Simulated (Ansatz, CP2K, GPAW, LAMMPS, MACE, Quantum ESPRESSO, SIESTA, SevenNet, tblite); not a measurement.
**Quantum ESPRESSO on glassy 94B2O3-6CaO (mol %) (77 atoms): settings against a plane-wave reference**

Aim: run glassy 94B2O3-6CaO (mol %) (77 atoms) in Quantum ESPRESSO and see how near its forces come to a plane-wave reference, and at what cost.

Program: Quantum ESPRESSO 7.5. Level of theory: the method is named at each step. Results are calculated unless marked as measured.

**1. The starting structure**

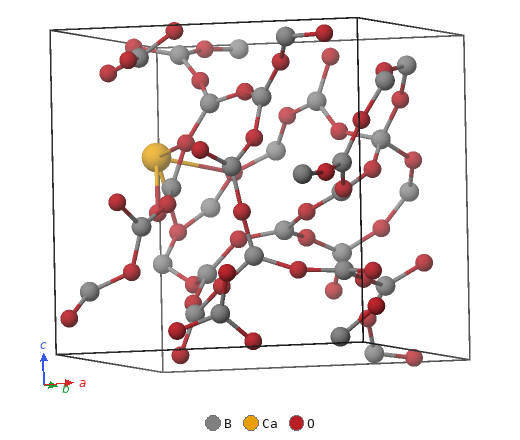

Start, viewed slightly off an axis; boron grey, calcium orange, oxygen red. Some periodic images of atoms are drawn too.

The cell holds 77 atoms: 30 B, 1 Ca and 46 O. Its edges and angles: a = 9.702 Å, b = 9.702 Å, c = 9.702 Å, α = 90.0°, β = 90.0°, γ = 90.0°. 77 atoms (30 B, 1 Ca, 46 O) placed at random at 1.98 g/cm³, melted at 3000 K for 20 ps at fixed volume with the Buckingham and Coulomb pair potential of Guillot and Sator (Geochim. Cosmochim. Acta 71, 1249 (2007)) with the boron terms of Wang et al. (J. Non-Cryst. Solids 498, 294 (2018)). Quenched from 3000 K to 300 K at 20 K/ps and fixed volume, held 10 ps at zero pressure.

The yardstick, on the same geometry:

```
method                                           : Kohn-Sham DFT, PBE, PAW, plane waves (Ansatz 0.2.0); cutoff 420 eV, Γ point, fermi-dirac smearing of 0.05 eV; PAW set soft_2
r.m.s. force component                           : 0.9446 eV/Å
longest force                                    : 4.238 eV/Å
pressure                                         : -9.04 GPa
gap (highest filled to lowest empty level) : 3.847 eV
SCF cycles                                       : 9
time                                             : 4.3 s on 8 threads of Arm Neoverse V2, shared host
CPU time                                         : 30 s
```

**2. PBE, sssp-1.3.0-efficiency, 60/480 Ry**

Method: Kohn-Sham DFT, PBE, SSSP efficiency 1.3.0 pseudopotentials, plane waves.

pw.in

```
&control
  calculation = 'scf'
  pseudo_dir = './pseudo'
  outdir = './tmp'
  disk_io = 'none'
  tprnfor = .true.
  tstress = .true.
/
&system
  ibrav = 0
  nat = 77
  ntyp = 3
  ecutwfc = 60
  ecutrho = 480
  nosym = .true.
  occupations = 'smearing'
  smearing = 'fd'
  degauss = 0.003675
/
&electrons
  conv_thr = 3.9e-07
  electron_maxstep = 100
  mixing_beta = 0.4
  mixing_mode = 'plain'
  diagonalization = 'david'
/
ATOMIC_SPECIES
B 10.810 B.upf
Ca 40.078 Ca.upf
O 15.999 O.upf
CELL_PARAMETERS angstrom
9.70233 0.00000 0.00000
0.00000 9.70233 0.00000
0.00000 0.00000 9.70233
ATOMIC_POSITIONS crystal
B 0.38380 0.99389 0.66768
B 0.08100 0.78393 0.31849
B 0.68578 0.23300 0.96657
B 0.16672 0.73058 0.95723
B 0.54484 0.40302 0.79511
B 0.89829 0.08098 0.02465
B 0.75292 0.53594 0.50329
B 0.27041 0.99053 0.98567
B 0.49932 0.23990 0.57352
B 0.32178 0.55883 0.79250
B 0.84099 0.67855 0.21627
B 0.28293 0.61694 0.27110
B 0.20239 0.24038 0.39921
B 0.03430 0.22781 0.20486
B 0.51730 0.05597 0.10896
B 0.96198 0.36041 0.82689
B 0.80633 0.39249 0.25016
B 0.93948 0.63223 0.88955
B 0.61889 0.91793 0.33974
B 0.32379 0.37778 0.13262
B 0.81218 0.00215 0.52503
B 0.20336 0.24308 0.91993
B 0.80683 0.75977 0.67364
B 0.57120 0.84311 0.80540
B 0.52201 0.65899 0.39887
B 0.54663 0.29895 0.29904
B 0.84313 0.28600 0.57581
B 0.17369 0.97562 0.49937
B 0.74248 0.84698 0.02146
B 0.21656 0.48761 0.53178
Ca 0.07574 0.75936 0.64609
O 0.83861 0.14557 0.53841
O 0.44953 0.91595 0.76901
O 0.81953 0.53669 0.23085
O 0.52434 0.25688 0.43418
O 0.21857 0.09729 0.90418
O 0.25686 0.66070 0.87070
O 0.16522 0.24785 0.26105
O 0.62624 0.57158 0.44765
O 0.03535 0.68161 0.98262
O 0.13589 0.58787 0.46349
O 0.62901 0.34444 0.89737
O 0.59278 0.14229 0.02586
O 0.19778 0.73387 0.24808
O 0.25616 0.51802 0.67016
O 0.20153 0.86777 0.98103
O 0.43201 0.32116 0.21153
O 0.83357 0.95590 0.01008
O 0.53946 0.34222 0.66612
O 0.56241 0.99622 0.22993
O 0.24736 0.35851 0.47315
O 0.88513 0.72299 0.79152
O 0.73303 0.96191 0.41367
O 0.26466 0.93872 0.60224
O 0.82465 0.19524 0.96940
O 0.75779 0.74695 0.12264
[... 17 atom lines left out ...]
O 0.92698 0.31627 0.24022
O 0.94427 0.74773 0.28735
O 0.00275 0.12194 0.11749
O 0.38805 0.61493 0.37438
K_POINTS gamma
```

Command:

```
$ OMP_NUM_THREADS=1 mpirun -np 2 pw.x -in pw.in > output.txt
```

Output:

```text
Program PWSCF
     gamma-point specific algorithms are used
     Parallelization info
     sticks:   dense  smooth     PW     G-vecs:    dense   smooth      PW
     Min        6411    3208    802               547249   193492   24242
     Max        6414    3209    803               547254   193495   24247
     Sum       12825    6417   1605              1094503   386987   48489
     bravais-lattice index     =            0
     lattice parameter (alat)  =      18.3347  a.u.
     unit-cell volume          =    6163.4621 (a.u.)^3
     number of atoms/cell      =           77
     number of atomic types    =            3
     number of electrons       =       376.00
     number of Kohn-Sham states=          226
     kinetic-energy cutoff     =      60.0000  Ry
     charge density cutoff     =     480.0000  Ry
     scf convergence threshold =      3.9E-07
     mixing beta               =       0.4000
     number of iterations used =            8  plain     mixing
     Exchange-correlation= SLA  PW   PBX  PBC
                           (   1   4   3   4   0   0   0)
     crystal axes: (cart. coord. in units of alat)
               a(1) = (   1.000000   0.000000   0.000000 )
               a(2) = (   0.000000   1.000000   0.000000 )
               a(3) = (   0.000000   0.000000   1.000000 )
     reciprocal axes: (cart. coord. in units 2 pi/alat)
               b(1) = (  1.000000  0.000000  0.000000 )
               b(2) = (  0.000000  1.000000  0.000000 )
               b(3) = (  0.000000  0.000000  1.000000 )
     PseudoPot. # 1 for B :
     Pseudo is Ultrasoft + core correction, Zval =  3.0
     PseudoPot. # 2 for Ca:
     Pseudo is Ultrasoft + core correction, Zval = 10.0
     PseudoPot. # 3 for O :
     Pseudo is Projector augmented-wave + core cor, Zval =  6.0
     atomic species   valence    mass     pseudopotential
     B                 3.00    10.81000     B ( 1.00)
     Ca               10.00    40.07800     Ca( 1.00)
     O                 6.00    15.99900     O ( 1.00)
     No symmetry found
   Cartesian axes
     number of k points=     1  Fermi-Dirac smearing, width (Ry)=  0.0037
                       cart. coord. in units 2pi/alat
        k(    1) = (   0.0000000   0.0000000   0.0000000), wk =   2.0000000
     Dense  grid:   547252 G-vectors     FFT dimensions: ( 128, 128, 128)
     Smooth grid:   193494 G-vectors     FFT dimensions: (  96,  96,  96)
     Initial potential from superposition of free atoms
     starting charge     375.9860, renormalised to     376.0000
     Starting wfcs are  314 randomized atomic wfcs
     Self-consistent Calculation
     iteration #  1     ecut=    60.00 Ry     beta= 0.40
     total energy              =   -2186.27637967 Ry
     estimated scf accuracy    <      13.84729824 Ry
     iteration #  2     ecut=    60.00 Ry     beta= 0.40
     total energy              =   -2189.36371654 Ry
     estimated scf accuracy    <       0.62190439 Ry
     iteration #  3     ecut=    60.00 Ry     beta= 0.40
     total energy              =   -2189.35133141 Ry
     estimated scf accuracy    <       0.25483876 Ry
     iteration #  4     ecut=    60.00 Ry     beta= 0.40
     total energy              =   -2189.38231179 Ry
     estimated scf accuracy    <       0.04215242 Ry
     iteration #  5     ecut=    60.00 Ry     beta= 0.40
     total energy              =   -2189.38050721 Ry
     estimated scf accuracy    <       0.01360872 Ry
     iteration #  6     ecut=    60.00 Ry     beta= 0.40
     total energy              =   -2189.38284285 Ry
     estimated scf accuracy    <       0.00063788 Ry
     iteration #  7     ecut=    60.00 Ry     beta= 0.40
     total energy              =   -2189.38299795 Ry
     estimated scf accuracy    <       0.00060552 Ry
     iteration #  8     ecut=    60.00 Ry     beta= 0.40
     total energy              =   -2189.38303715 Ry
     estimated scf accuracy    <       0.00005352 Ry
     iteration #  9     ecut=    60.00 Ry     beta= 0.40
     total energy              =   -2189.38306183 Ry
     estimated scf accuracy    <       0.00000501 Ry
     iteration # 10     ecut=    60.00 Ry     beta= 0.40
     total energy              =   -2189.38306213 Ry
     estimated scf accuracy    <       0.00000064 Ry
     iteration # 11     ecut=    60.00 Ry     beta= 0.40
     End of self-consistent calculation
          k = 0.0000 0.0000 0.0000 ( 24245 PWs)   bands (ev):
   -38.0080 -19.6262 -19.2295 -19.0946 -18.9217 -18.7300 -18.6836 -18.4835
   -18.3991 -18.3326 -18.2476 -18.1808 -18.1006 -18.0106 -17.9581 -17.9195
   -17.7783 -17.7719 -17.7041 -17.6532 -17.6323 -17.5407 -17.4369 -17.3515
   -17.3013 -17.2781 -17.2271 -17.1367 -17.0492 -17.0093 -16.9796 -16.8968
   -16.8586 -16.8555 -16.7715 -16.7017 -16.6686 -16.6401 -16.5776 -16.5437
   -16.5003 -16.4677 -16.3638 -16.3145 -16.2755 -16.2391 -16.1559 -15.8358
   -15.5620 -14.0080  -8.7042  -8.5121  -8.2875  -8.1487  -8.0902  -8.0489
    -7.8568  -7.8059  -7.7302  -7.5375  -7.3826  -7.3477  -7.2012  -7.1202
    -6.9324  -6.7768  -6.6335  -6.5027  -6.3972  -6.3475  -6.3207  -6.2283
    -6.1853  -6.1407  -6.0065  -5.9425  -5.8896  -5.8113  -5.7084  -5.6573
    -5.5969  -5.5247  -5.4715  -5.3965  -5.3475  -5.3236  -5.2437  -5.2148
    -5.1865  -4.9580  -4.9016  -4.8606  -4.7934  -4.6786  -4.5069  -3.8036
[...]
1.6305   1.7750   1.9743   2.1424   5.9945   6.2864   6.4379   6.5869
     6.7301   6.8456   6.9175   7.0796   7.2112   7.2863   7.4582   7.4834
     7.6520   7.7461   7.8292   7.9405   8.0232   8.0541   8.1488   8.2391
     8.2721   8.3485   8.4655   8.5363   8.6678   8.6934   8.7556   8.8362
     8.9040   8.9613   9.1068   9.1932   9.2360   9.3615   9.4723   9.5927
     9.7382   9.8824
     the Fermi energy is     4.2711 ev
!    total energy              =   -2189.38306237 Ry
     estimated scf accuracy    <       0.00000007 Ry
     smearing contrib. (-TS)   =      -0.00000000 Ry
     internal energy E=F+TS    =   -2189.38306237 Ry
     The total energy is F=E-TS. E is the sum of the following terms:
     one-electron contribution =   -1073.27185087 Ry
     hartree contribution      =     712.23032433 Ry
     xc contribution           =    -444.50185052 Ry
     ewald contribution        =    -947.12313906 Ry
     one-center paw contrib.   =    -436.71654625 Ry
     convergence has been achieved in  11 iterations
     Forces acting on atoms (cartesian axes, Ry/au):
     atom    1 type  1   force =     0.06282960    0.00135195   -0.00278461
     atom    2 type  1   force =    -0.00129257   -0.08477055   -0.04113488
     atom    3 type  1   force =    -0.03820035   -0.05636176   -0.00495995
     atom    4 type  1   force =     0.02539214    0.04798182   -0.01643435
     atom    5 type  1   force =    -0.03499608   -0.04195223    0.02100980
     atom    6 type  1   force =    -0.08515279    0.05553543    0.05878047
     atom    7 type  1   force =    -0.01039972    0.10651619    0.07159475
     atom    8 type  1   force =     0.07014204    0.02776842    0.00488519
     atom    9 type  1   force =     0.00109533   -0.00884528   -0.00708378
     atom   10 type  1   force =    -0.00151325   -0.01653049   -0.06206306
     atom   11 type  1   force =     0.04442126   -0.03897778   -0.00668272
     atom   12 type  1   force =    -0.00806991   -0.00873410    0.02498190
[...]
atom   73 type  3   force =     0.00712508    0.01586311    0.02847912
     atom   74 type  3   force =     0.01878117   -0.00309858    0.00408284
     atom   75 type  3   force =     0.03282446    0.01343687   -0.00303089
     atom   76 type  3   force =     0.00909193   -0.07139877   -0.04709302
     atom   77 type  3   force =     0.02750132   -0.00840476   -0.03906318
     Total force =     0.557073     Total SCF correction =     0.000349
     Computing stress (Cartesian axis) and pressure
          total   stress  (Ry/bohr**3)                   (kbar)     P=      -96.90
  -0.00063177   0.00005887  -0.00030195          -92.94        8.66      -44.42
   0.00005887  -0.00089854  -0.00003163            8.66     -132.18       -4.65
  -0.00030195  -0.00003163  -0.00044581          -44.42       -4.65      -65.58
     Message from routine punch:
     Nothing written, as per user request (disk_io='none')
```

It took 2.3 min on 2 MPI ranks of Arm Neoverse V2, shared host; peak memory 2.2 GiB; 4.6 min of CPU time.

Banners, paths, timers and routine set-up lines are dropped from the logs unmarked, and long logs keep their key lines alone; longer cuts are marked.

Compared with the plane-wave run:

| Item | Value |
| --- | --- |
| r.m.s. force component | 0.9424 eV/Å |
| r.m.s. difference of force components | 14.55 meV/Å |
| longest difference of force vectors | 53.5 meV/Å |
| force difference over r.m.s. force | 1.54 % |
| slope of forces against the reference's | 0.9975 |
| correlation of force components | 0.9999 |
| gap (highest filled to lowest empty level) | 3.852 eV |
| gap difference | 0.0049 eV |
| pressure | -9.69 GPa |
| pressure difference | -0.6501 GPa |

Length of the force difference by element (eV/Å):

```csv
element,atoms,mean,most
B,30,0.014,0.024
Ca,1,0.0052,0.0052
O,46,0.028,0.053
```

Levels nearest the highest filled one (eV from it): -1.26, -1.20, -1.03, -0.93, -0.86, -0.79, -0.74, -0.62, -0.51, -0.37, -0.17, 0.00, 3.85, 4.14, 4.30, 4.44, 4.59, 4.70, 4.78, 4.94, 5.07, 5.14, 5.32, 5.34.

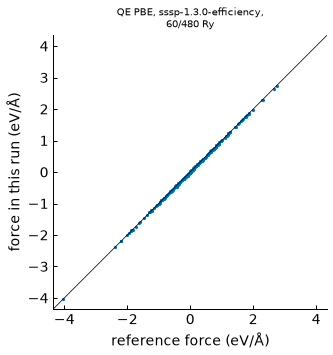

Force components against those of the reference; the line marks equality.

A closer look about Ca31, the only Ca atom: 12 atoms, nearest first, numbered in the order of the input, with positions taken from that point.

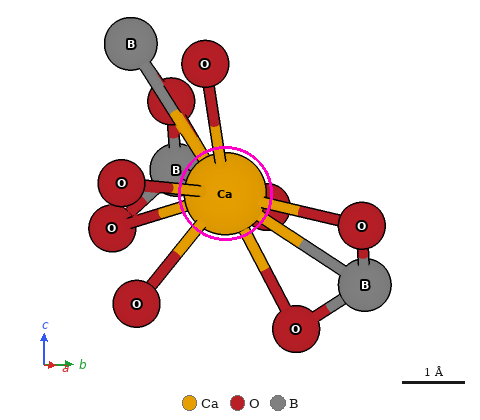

The atoms of the table, within 3.0 Å (arrows a, b, c point along x, y, z); some may hide others; the central atom is ringed.

```csv
atom,x,y,z,distance (Å),Fx,Fy,Fz (eV/Å)
Ca31,0.00,0.00,0.00,0.00,0.53,-1.27,-1.23
O52,-1.85,-0.35,1.41,2.35,1.76,0.53,1.98
O60,0.23,1.18,-2.18,2.49,0.34,1.01,1.74
O41,0.58,-1.66,-1.77,2.50,1.27,-1.74,2.28
O65,-2.08,1.38,-0.30,2.51,1.17,-0.22,0.38
O54,1.83,1.74,-0.43,2.56,-0.65,-1.27,0.80
B23,-2.61,0.00,0.27,2.62,-4.03,0.37,-1.22
B28,0.95,2.10,-1.42,2.71,1.16,2.64,-2.39
O69,-2.51,-1.10,-0.69,2.82,0.72,-0.90,-0.56
O45,1.75,-2.34,0.23,2.93,0.10,0.20,0.77
O37,1.76,-0.96,2.18,2.96,0.06,-0.57,-0.15
B18,-1.32,-1.23,2.36,2.97,-0.02,-1.83,-1.62
```

Forces lie 1.5 % from the reference's, at 9.4 times its CPU time (on 2 against 8 cores).

**3. PBE+D3(BJ), sssp-1.3.0-efficiency, 60/480 Ry**

Method: Kohn-Sham DFT, PBE+D3(BJ), SSSP efficiency 1.3.0 pseudopotentials, plane waves.

pw.in, as its differences from that of step 2:

```diff
@@ -18,2 +18,5 @@
   degauss = 0.003675
+  vdw_corr = 'dft-d3'
+  dftd3_version = 4
+  dftd3_threebody = .false.
 /
```

Output:

```text
[banner, memory and clock lines left out]
Program PWSCF
     gamma-point specific algorithms are used
     bravais-lattice index     =            0
     lattice parameter (alat)  =      18.3347  a.u.
     unit-cell volume          =    6163.4621 (a.u.)^3
[... lines left out ...]
     number of k points=     1  Fermi-Dirac smearing, width (Ry)=  0.0037
[... lines left out ...]
     total energy              =   -2186.75969403 Ry
[... lines left out ...]
     total energy              =   -2189.84703089 Ry
[... lines left out ...]
     total energy              =   -2189.83464577 Ry
[... lines left out ...]
     total energy              =   -2189.86637619 Ry
[... lines left out ...]
     total energy              =   -2189.86637649 Ry
[... lines left out ...]
     the Fermi energy is     4.2711 ev
!    total energy              =   -2189.86637673 Ry
[... lines left out ...]
     internal energy E=F+TS    =   -2189.86637673 Ry
     The total energy is F=E-TS. E is the sum of the following terms:
     one-electron contribution =   -1073.27185087 Ry
     hartree contribution      =     712.23032433 Ry
     xc contribution           =    -444.50185052 Ry
     ewald contribution        =    -947.12313906 Ry
     DFT-D3 Dispersion         =      -0.48331436 Ry
     one-center paw contrib.   =    -436.71654625 Ry
     convergence has been achieved in  11 iterations
     Forces acting on atoms (cartesian axes, Ry/au):
     atom    1 type  1   force =     0.06295377    0.00135195   -0.00265339
     atom    2 type  1   force =    -0.00160863   -0.08472595   -0.04142877
     atom    3 type  1   force =    -0.03824502   -0.05648636   -0.00484785
[...]
atom   76 type  3   force =     0.00921253   -0.07143788   -0.04708918
     atom   77 type  3   force =     0.02740605   -0.00869007   -0.03880968
     Total force =     0.557037     Total SCF correction =     0.000349
     Computing stress (Cartesian axis) and pressure
          total   stress  (Ry/bohr**3)                   (kbar)     P=     -109.23
  -0.00071648   0.00005962  -0.00030039         -105.40        8.77      -44.19
   0.00005962  -0.00098162  -0.00003264            8.77     -144.40       -4.80
  -0.00030039  -0.00003264  -0.00052947          -44.19       -4.80      -77.89
     Message from routine punch:
     Nothing written, as per user request (disk_io='none')
```

Wall time 2.3 min (2 MPI ranks); peak memory 2.3 GiB.

Against the reference:

```yaml
r_m_s_force_component: 0.9423 eV/Å
r_m_s_difference_of_force_components: 15.13 meV/Å
longest_difference_of_force_vectors: 67.14 meV/Å
force_difference_over_r_m_s_force: 1.601 %
slope_of_forces_against_the_reference_s: 0.9974
correlation_of_force_components: 0.9999
spacing_of_highest_filled_and_lowest_empty_level: 3.852 eV
gap_difference: 0.0049 eV
pressure: -10.92 GPa
pressure_difference: -1.883 GPa
```

Against the first run (1.5 %), the force difference from the reference is 1.6 %, at 1.0 times the CPU time; the model has changed, so this is no error of the program alone.

**4. All runs compared**

Differences are against the plane-wave reference, forces as r.m.s. over components; share is that over the reference's r.m.s. force, slope the least-squares factor from reference forces to these. Total energies of different programs have different zeros and aren't compared.

```csv
run,"Δ force, r.m.s. (meV/Å)",share (%),slope,Δ pressure (GPa),Δ gap (eV),cores,CPU time,memory (GiB)
reference,-,-,-,-,-,8,30 s,1.1
"QE PBE, sssp-1.3.0-efficiency, 60/480 Ry",14.5,1.54,0.998,-0.650,0.0049,2,4.6 min,2.2
"QE PBE+D3(BJ), sssp-1.3.0-efficiency, 60/480 Ry",15.1,1.60,0.997,-1.88,0.0049,2,4.7 min,2.3
```

CPU time is summed over cores on a shared host, where runs went side by side, so it is rough. Symmetry, cutoffs, thresholds, outputs and thread counts weren't matched or tuned between programs; memory under MPI is the largest rank's times the ranks.

**5. What came out**

```yaml
nearest_in_forces: QE PBE, sssp-1.3.0-efficiency, 60/480 Ry, 1.5 %
its_cpu_time: 4.6 min
```

What this shows: PBE on plane waves or a grid with other potentials, cutoffs or grids differs from the reference by 1.5 % (QE PBE, sssp-1.3.0-efficiency, 60/480 Ry) of the r.m.s. force; this holds the reference's own error, so differences of a few per cent don't tell which side is nearer the exact PBE result (QE's 60 Ry are 816 eV, against the reference's 420 eV). Rows with another functional or a dispersion term differ by 1.6 % (QE PBE+D3(BJ), sssp-1.3.0-efficiency, 60/480 Ry), which mixes the change of model with differences of basis and potentials. None of the electronic-structure runs in the table takes under half the reference's CPU time of 30 s; they take 9.4 to 9.5 times as much. PBE gaps agree with the reference's 3.85 eV within 0.005 eV. The quench rate of 20 K/ps is many orders above laboratory rates, so the cell is likely richer in defects and strain than a real sample. The network of bonds at the start is that of the classical potential that made the cell, and needn't be the one that DFT or experiment would give. The reference's stress is far from hydrostatic: its diagonal is -8.6, -12.5, -5.9 GPa, compression counted positive. The electronic-structure runs sample only Γ, in a cell whose shortest periodic width is 10 Å.

[Also dropped from logs without a mark: logging warnings of Python, and SIESTA's first energy breakdown and zero terms.]

[Logs are printed without paths, hosts, clocks, repeated set-up lines and the standing remarks that a program may print on its own settings, such as how far it seeks lower states.]

[Hosts, paths, dates, database ids (printed as entryN), source tags and the programs' standing remarks are cut or masked in the printed files.]
